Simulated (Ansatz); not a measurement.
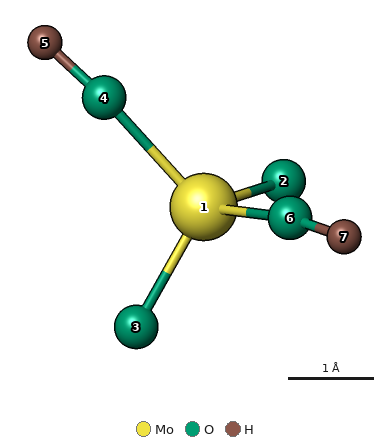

Fig. 1: The structure as given in the input (ball-and-stick view, seen at a tilt; atoms are numbered from 1 in the order of the input). Sticks mark near contacts. Bond lengths as drawn: H–O 0.96 Å and Mo–O 1.64 to 1.76 Å.

## MoH2O4: geometry relaxation (part 1 of 2)

System: MoH2O4 (MoO2(OH)2).
Method: RKS PBE0-D4/def2-SVP (Ansatz 0.2.0).

The geometry: GFN2-xTB start. Figures and captions count atoms from 1; the log counts them from 0 in places.

Output:
```
Functional definition: PBE0
  name "PBE0"
  cite "Adamo & Barone, J. Chem. Phys. 110, 6158 (1999) doi:10.1063/1.478522"
  cite "Perdew, Burke & Ernzerhof, Phys. Rev. Lett. 77, 3865 (1996) doi:10.1103/PhysRevLett.77.3865"
  parent pbe
  parameter a = 0.25
  parameter kappa = 0.804
  parameter beta = 0.06672455060314922
  exchange = (1 - a)*pbe_x(kappa = kappa, mu = beta*pi^2/3) + a*exact_x
  correlation = pbe_c(beta = beta)
these checks for a lower state are left out or cut short: starts
1036 factors; integrals over basis functions are off by at most 2.0e-4 eV
mean field evaluation 1: about -10047.4695 eV, gradient 1.0e2 eV
mean field evaluation 2: about -9921.5857 eV, gradient 2.7e2 eV
mean field evaluation 4: about -10063.8790 eV, gradient 2.0e1 eV
mean field evaluation 8: about -10064.6728 eV, gradient 2.7e-1 eV
mean field evaluation 16: about -10064.6730 eV, gradient 1.1e-4 eV
mean field -10064.67296936 eV, -369.8699095435 hartree, gradient 1.3e-5 eV, S^2 0.000000; 0 other end points of the search recorded, 0 dependent functions left out
the calculation of the forces begins
reference -10064.67302247 eV, -369.8699114954 hartree; 24, 24 occupied and 73, 73 virtual orbitals, 1036 factors
relax step   1: F+E_penalty+E_count = -10064.81521976 eV  Δ(F+E_penalty+E_count) = +0.000e0 eV  max|allowed force component| = 3.091e0 eV/Å  Δτ_max = 0.0000 Å  (30 SCF iters, accepted)
these checks for a lower state are left out or cut short: starts, cluster_reference, orbital_swaps, neighbouring_geometries, increment
1036 factors; integrals over basis functions are off by at most 2.1e-4 eV
mean field -10064.98525348 eV, -369.8813857733 hartree, gradient 1.5e-5 eV, S^2 0.000000; 0 other end points of the search recorded, 0 dependent functions left out
[... from here on the field's lines of each further geometry are left out, up to the last ...]
relax step   2: F+E_penalty+E_count = -10065.12392767 eV  Δ(F+E_penalty+E_count) = -3.087e-1 eV  max|allowed force component| = 3.662e-1 eV/Å  Δτ_max = 0.0566 Å  (35 SCF iters, accepted)
relax step   3: F+E_penalty+E_count = -10065.13908678 eV  Δ(F+E_penalty+E_count) = -1.516e-2 eV  max|allowed force component| = 2.406e-1 eV/Å  Δτ_max = 0.0169 Å  (35 SCF iters, accepted)
relax step   4: F+E_penalty+E_count = -10065.16440703 eV  Δ(F+E_penalty+E_count) = -2.532e-2 eV  max|allowed force component| = 5.391e-1 eV/Å  Δτ_max = 0.0584 Å  (33 SCF iters, accepted)
relax step   5: F+E_penalty+E_count = -10065.20457841 eV  Δ(F+E_penalty+E_count) = -4.017e-2 eV  max|allowed force component| = 8.890e-1 eV/Å  Δτ_max = 0.0787 Å  (35 SCF iters, accepted)
relax step   6: F+E_penalty+E_count = -10065.25105743 eV  Δ(F+E_penalty+E_count) = -4.648e-2 eV  max|allowed force component| = 1.012e0 eV/Å  Δτ_max = 0.0798 Å  (34 SCF iters, accepted)
relax step   7: F+E_penalty+E_count = -10064.27391883 eV  Δ(F+E_penalty+E_count) = +9.771e-1 eV  max|allowed force component| = 5.072e0 eV/Å  Δτ_max = 0.1968 Å  (41 SCF iters, rejected (line search))
relax step   8: F+E_penalty+E_count = -10065.27661863 eV  Δ(F+E_penalty+E_count) = -2.556e-2 eV  max|allowed force component| = 6.315e-1 eV/Å  Δτ_max = 0.0596 Å  (35 SCF iters, accepted)
relax step   9: F+E_penalty+E_count = -10065.28697364 eV  Δ(F+E_penalty+E_count) = -1.036e-2 eV  max|allowed force component| = 8.039e-1 eV/Å  Δτ_max = 0.0983 Å  (33 SCF iters, accepted)
relax step  10: F+E_penalty+E_count = -10065.30033780 eV  Δ(F+E_penalty+E_count) = -1.336e-2 eV  max|allowed force component| = 7.033e-2 eV/Å  Δτ_max = 0.0106 Å  (36 SCF iters, accepted)
relax step  11: F+E_penalty+E_count = -10065.30062493 eV  Δ(F+E_penalty+E_count) = -2.871e-4 eV  max|allowed force component| = 7.577e-3 eV/Å  Δτ_max = 0.0049 Å  (28 SCF iters, accepted)
relax step  12: F+E_penalty+E_count = -10065.30068070 eV  Δ(F+E_penalty+E_count) = -5.577e-5 eV  max|allowed force component| = 6.857e-3 eV/Å  Δτ_max = 0.0063 Å  (28 SCF iters, accepted)
relax step  13: F+E_penalty+E_count = -10065.30067937 eV  Δ(F+E_penalty+E_count) = +1.332e-6 eV  max|allowed force component| = 1.315e-2 eV/Å  Δτ_max = 0.0011 Å  (27 SCF iters, accepted)
relax step  14: F+E_penalty+E_count = -10065.30068306 eV  Δ(F+E_penalty+E_count) = -3.693e-6 eV  max|allowed force component| = 1.109e-3 eV/Å  Δτ_max = 0.0005 Å  (24 SCF iters, accepted)
relax step  15: F+E_penalty+E_count = -10065.30068453 eV  Δ(F+E_penalty+E_count) = -1.466e-6 eV  max|allowed force component| = 1.283e-3 eV/Å  Δτ_max = 0.0004 Å  (23 SCF iters, accepted)
relax step  16: F+E_penalty+E_count = -10065.30060286 eV  Δ(F+E_penalty+E_count) = +8.167e-5 eV  max|allowed force component| = 2.145e-1 eV/Å  Δτ_max = 0.0430 Å  (34 SCF iters, rejected (line search))
relax step  17: F+E_penalty+E_count = -10065.30082270 eV  Δ(F+E_penalty+E_count) = -1.382e-4 eV  max|allowed force component| = 9.268e-2 eV/Å  Δτ_max = 0.0210 Å  (35 SCF iters, accepted)
relax step  18: F+E_penalty+E_count = -10065.28048283 eV  Δ(F+E_penalty+E_count) = +2.034e-2 eV  max|allowed force component| = 1.088e0 eV/Å  Δτ_max = 0.0974 Å  (36 SCF iters, rejected (line search))
relax step  19: F+E_penalty+E_count = -10065.30291885 eV  Δ(F+E_penalty+E_count) = -2.096e-3 eV  max|allowed force component| = 1.560e-1 eV/Å  Δτ_max = 0.0487 Å  (35 SCF iters, accepted)
relax step  20: F+E_penalty+E_count = -10065.30356985 eV  Δ(F+E_penalty+E_count) = -6.510e-4 eV  max|allowed force component| = 4.570e-1 eV/Å  Δτ_max = 0.0497 Å  (35 SCF iters, accepted)
relax step  21: F+E_penalty+E_count = -10065.31439410 eV  Δ(F+E_penalty+E_count) = -1.082e-2 eV  max|allowed force component| = 2.195e-1 eV/Å  Δτ_max = 0.0595 Å  (34 SCF iters, accepted)
relax step  22: F+E_penalty+E_count = -10065.31961855 eV  Δ(F+E_penalty+E_count) = -5.224e-3 eV  max|allowed force component| = 2.244e-1 eV/Å  Δτ_max = 0.0737 Å  (35 SCF iters, accepted)
relax step  23: F+E_penalty+E_count = -10065.32865354 eV  Δ(F+E_penalty+E_count) = -9.035e-3 eV  max|allowed force component| = 9.971e-2 eV/Å  Δτ_max = 0.0464 Å  (34 SCF iters, accepted)
relax step  24: F+E_penalty+E_count = -10065.32919124 eV  Δ(F+E_penalty+E_count) = -5.377e-4 eV  max|allowed force component| = 8.472e-2 eV/Å  Δτ_max = 0.0035 Å  (27 SCF iters, accepted)
relax step  25: F+E_penalty+E_count = -10065.24102503 eV  Δ(F+E_penalty+E_count) = +8.817e-2 eV  max|allowed force component| = 1.616e0 eV/Å  Δτ_max = 0.1993 Å  (40 SCF iters, rejected (line search))
relax step  26: F+E_penalty+E_count = -10065.33492246 eV  Δ(F+E_penalty+E_count) = -5.731e-3 eV  max|allowed force component| = 5.750e-2 eV/Å  Δτ_max = 0.0481 Å  (35 SCF iters, accepted)
relax step  27: F+E_penalty+E_count = -10065.34011431 eV  Δ(F+E_penalty+E_count) = -5.192e-3 eV  max|allowed force component| = 3.887e-2 eV/Å  Δτ_max = 0.0707 Å  (35 SCF iters, accepted)
relax step  28: F+E_penalty+E_count = -10065.30806269 eV  Δ(F+E_penalty+E_count) = +3.205e-2 eV  max|allowed force component| = 9.849e-1 eV/Å  Δτ_max = 0.1472 Å  (33 SCF iters, rejected (line search))
relax step  29: F+E_penalty+E_count = -10065.34114136 eV  Δ(F+E_penalty+E_count) = -1.027e-3 eV  max|allowed force component| = 1.476e-1 eV/Å  Δτ_max = 0.0373 Å  (35 SCF iters, accepted)
the calculation of the forces begins
reference -10065.20428863 eV, -369.8894351666 hartree; 24, 24 occupied and 73, 73 virtual orbitals, 1036 factors
relax step  30: F+E_penalty+E_count = -10065.34216503 eV  Δ(F+E_penalty+E_count) = -1.024e-3 eV  max|allowed force component| = 1.799e-2 eV/Å  Δτ_max = 0.0346 Å  (34 SCF iters, accepted)
```

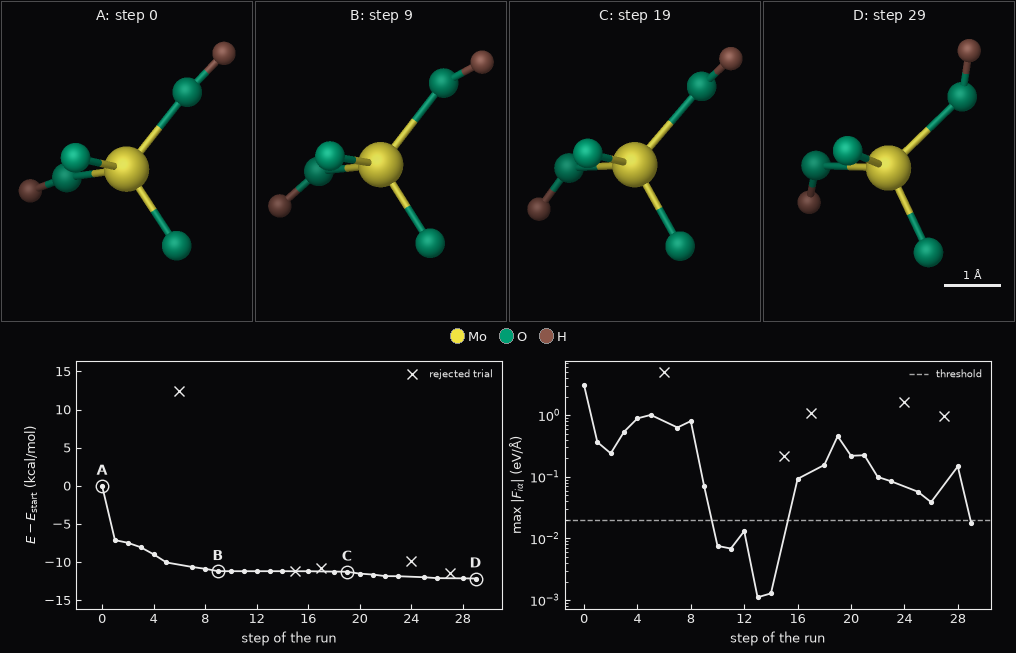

Fig. 2: Frames of the relaxation (ball-and-stick view, seen at a tilt) above the curves, on which the letters mark them (the first geometry is step 0 here and step 1 in the log).

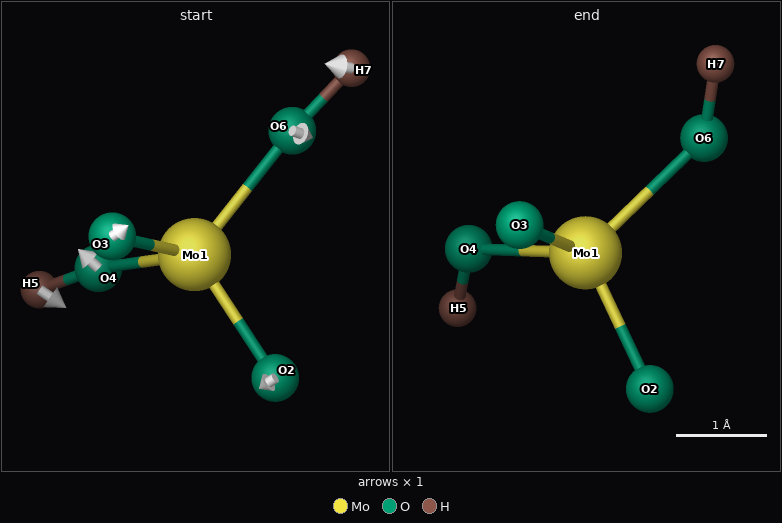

Fig. 3: Before (left) and after (right) the relaxation, at one scale (ball-and-stick view, seen at a tilt). The white arrows give the displacements, at true length. After 29 geometry steps the energy has fallen by 12.2 kcal/mol. The largest force component goes from 3.1 to 0.018 eV/Å. The line search rejected the trial steps at points 6, 15, 17, 24, 27 (counted from 0) and went back. The largest moves after the best rigid fit, 0.36 Å, are those of H5 and H7. Largest moves by element: H 0.36 Å, O 0.32 Å, Mo 0.03 Å. Among the contacts that change: Mo1–O4 1.761 → 1.864 Å, Mo1–O2 1.643 → 1.673 Å. Among the angles that change: Mo1–O4–H5 168.2° → 126.0°. (Atoms are counted from 1 in the order of the input.)

```
these checks for a lower state are left out or cut short: starts
1036 factors; integrals over basis functions are off by at most 2.0e-4 eV
mean field -10065.20423396 eV, -369.8894331575 hartree, gradient 1.1e-5 eV, S^2 0.000000; 0 other end points of the search recorded, 0 dependent functions left out
the calculation of the forces begins
reference -10065.20428863 eV, -369.8894351666 hartree; 24, 24 occupied and 73, 73 virtual orbitals, 1036 factors
Total energy: -10065.34221970 eV, -369.8945040399 hartree
Atom 0 at     0.286251     0.071994     0.221820 Å, force    -0.000542     0.000600     0.000077 eV/Å
Atom 1 at     0.178428     0.616928     1.800347 Å, force     0.017755     0.002143    -0.003971 eV/Å
Atom 2 at     1.899845    -0.093942    -0.189413 Å, force     0.000471     0.002136     0.017990 eV/Å
Atom 3 at    -0.504088     1.305186    -0.931630 Å, force    -0.007617    -0.001601    -0.011158 eV/Å
Atom 4 at    -1.063538     2.046622    -0.672070 Å, force    -0.000947    -0.004071     0.004832 eV/Å
Atom 5 at    -0.574946    -1.576678     0.095169 Å, force    -0.012725    -0.002653    -0.003983 eV/Å
Atom 6 at    -0.221941    -2.370101    -0.324233 Å, force     0.003605     0.003447    -0.003786 eV/Å
Dipole moment:    -0.421426    -0.106127    -0.326657 e Å
Checks for a lower state left out: starts
```

Trajectory as extended XYZ (Å, eV, eV/Å), 30 frames, from step=1 to step=30:
```
7
Properties=species:S:1:pos:R:3:forces:R:3 step=1 energy=-10064.81522
Mo    0.3097    0.0787    0.2411    0.3405   0.0506   0.2514
O     0.2035    0.3769    1.8534    0.1738   0.4919   2.4669
O     1.8797    0.1465   -0.2392    2.4717   0.1801  -0.4097
O    -0.6042    1.3089   -0.6260   -1.9291   2.3218  -1.8009
H    -0.9780    2.1067   -1.0134    0.1762  -0.1942   0.1626
O    -0.3112   -1.5380   -0.0801   -1.3543  -3.0907  -0.7415
H    -0.4995   -2.4796   -0.1357    0.1212   0.2405   0.0711
7
Properties=species:S:1:pos:R:3:forces:R:3 step=2 energy=-10065.12393
Mo    0.3192    0.0807    0.2480    0.3465   0.0816   0.2625
O     0.2402    0.3883    1.8939    0.1419  -0.0007  -0.0754
O     1.9289    0.1575   -0.2134   -0.0438   0.0266   0.1542
O    -0.6348    1.3461   -0.6548   -0.3662   0.1068  -0.3058
H    -1.0036    2.1431   -1.0376    0.1245   0.0310   0.0965
O    -0.3328   -1.5885   -0.0921   -0.3276  -0.2700  -0.2265
H    -0.5171   -2.5271   -0.1439    0.1246   0.0247   0.0945
7
Properties=species:S:1:pos:R:3:forces:R:3 step=3 energy=-10065.13909
Mo    0.3178    0.0802    0.2467    0.2406   0.0609   0.1843
O     0.2569    0.3895    1.8926    0.0241  -0.0214  -0.1221
O     1.9318    0.1612   -0.1972   -0.1156  -0.0020   0.0516
O    -0.6470    1.3451   -0.6647   -0.1862  -0.1407  -0.1345
H    -1.0013    2.1526   -1.0368    0.1164   0.0811   0.0847
O    -0.3448   -1.5936   -0.1011   -0.2082   0.0419  -0.1663
H    -0.5132   -2.5350   -0.1395    0.1288  -0.0197   0.1023
7
Properties=species:S:1:pos:R:3:forces:R:3 step=4 energy=-10065.16441
Mo    0.3023    0.0763    0.2346    0.1073   0.0287   0.0821
O     0.2438    0.3856    1.8793    0.0250  -0.0112  -0.0719
O     1.9155    0.1578   -0.2066   -0.0650   0.0007   0.0405
O    -0.6661    1.3451   -0.6801   -0.0415  -0.5391   0.0249
H    -0.9629    2.1872   -1.0096    0.0249   0.3712  -0.0200
O    -0.3628   -1.6031   -0.1143   -0.1533   0.4835  -0.1691
H    -0.4699   -2.5489   -0.1033    0.1027  -0.3338   0.1135
7
Properties=species:S:1:pos:R:3:forces:R:3 step=5 energy=-10065.20458
Mo    0.2821    0.0712    0.2191    0.0836   0.0233   0.0637
O     0.2269    0.3810    1.8635    0.0194  -0.0113  -0.0701
O     1.8958    0.1532   -0.2193   -0.0638  -0.0001   0.0348
O    -0.6969    1.3340   -0.7037    0.0150  -0.8890   0.1084
H    -0.9051    2.2192   -0.9668   -0.0155   0.7056  -0.0885
O    -0.3942   -1.6078   -0.1386   -0.1713   0.8407  -0.2196
H    -0.4085   -2.5508   -0.0544    0.1325  -0.6694   0.1713
7
Properties=species:S:1:pos:R:3:forces:R:3 step=6 energy=-10065.25106
Mo    0.2673    0.0676    0.2079   -0.1152  -0.0295  -0.0902
O     0.2148    0.3779    1.8512    0.0109  -0.0018  -0.0190
O     1.8807    0.1497   -0.2280   -0.0159   0.0007   0.0150
O    -0.7361    1.3100   -0.7329    0.0595  -1.0117   0.1567
H    -0.8431    2.2308   -0.9180    0.0170   0.8688  -0.0794
O    -0.4367   -1.6045   -0.1720   -0.1524   0.9751  -0.2171
H    -0.3469   -2.5315   -0.0082    0.1962  -0.8017   0.2341
7
Properties=species:S:1:pos:R:3:forces:R:3 step=7 energy=-10064.27392 accepted=F
Mo    0.2412    0.0606    0.1873   -0.7723  -0.1912  -0.5952
O     0.1967    0.3720    1.8288   -0.0428   0.0308   0.1769
O     1.8547    0.1445   -0.2401    0.1676   0.0004  -0.0829
O    -0.8224    1.2493   -0.7960    0.7172   5.0494   0.0370
H    -0.7294    2.3719   -0.8411   -0.3825  -5.0725   0.2344
O    -0.5302   -1.5904   -0.2485    1.7146  -4.4097   1.8146
H    -0.2106   -2.6079    0.1096   -1.4017   4.5928  -1.5847
7
Properties=species:S:1:pos:R:3:forces:R:3 step=8 energy=-10065.27662
Mo    0.2438    0.0616    0.1896   -0.0077  -0.0021  -0.0060
O     0.1972    0.3728    1.8326   -0.0164  -0.0024  -0.0076
O     1.8583    0.1448   -0.2406   -0.0108  -0.0040  -0.0140
O    -0.7493    1.3204   -0.7447   -0.0329  -0.6315   0.0410
H    -0.8015    2.2608   -0.8876    0.0667   0.4797   0.0027
O    -0.4470   -1.6210   -0.1784   -0.1616   0.5751  -0.1852
H    -0.3013   -2.5394    0.0291    0.1627  -0.4148   0.1691
7
Properties=species:S:1:pos:R:3:forces:R:3 step=9 energy=-10065.28697
Mo    0.2166    0.0547    0.1684   -0.0973  -0.0219  -0.0739
O     0.1740    0.3669    1.8112   -0.0329   0.0019   0.0244
O     1.8318    0.1387   -0.2578    0.0176  -0.0063  -0.0375
O    -0.7866    1.3091   -0.7737    0.0973   0.7528  -0.0027
H    -0.7261    2.2845   -0.8292   -0.0340  -0.8039   0.0591
O    -0.4847   -1.6288   -0.2073    0.2457  -0.6621   0.2610
H    -0.2250   -2.5250    0.0883   -0.1963   0.7396  -0.2305
```
